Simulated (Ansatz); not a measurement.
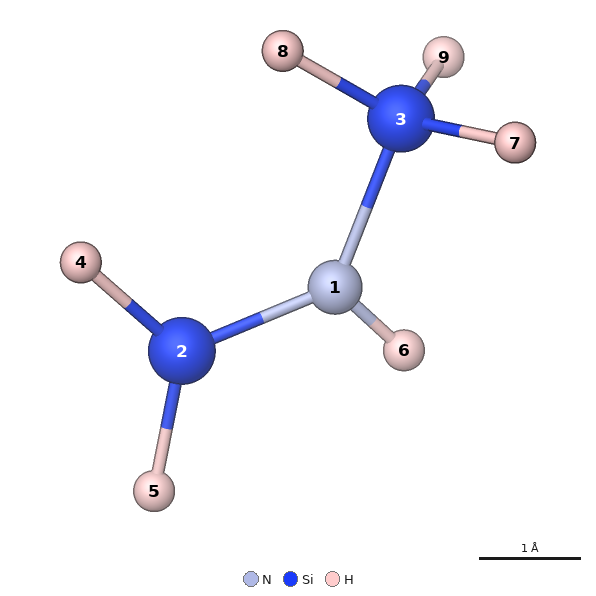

Orthographic view. Distant atoms are faded towards the background colour. State: charge +1, singlet. The geometry was computed by an optimisation with PBE-D4/def2-SVP. No frequency run is at hand to confirm it as a minimum.

Write a Z-matrix (Å, degrees) in the order of the atom numbers, with these reference atoms: 2 to 1; 3 to 1, 2; 4 to 2, 1, 3; 5 to 2, 4, 1; 6 to 1, 2, 4; 7 to 3, 1, 6; 8 to 3, 7, 1; 9 to 3, 7, 8.

```
N  
Si   1   1.666
Si   1   1.849   2   129.3
H    2   1.486   1   117.2   3     0.0
H    2   1.487   4   124.0   1   180.0
H    1   1.034   2   116.0   4   180.0
H    3   1.493   1   105.7   6   -60.3
H    3   1.494   7   113.8   1   112.4
H    3   1.493   7   113.5   8   132.2
```
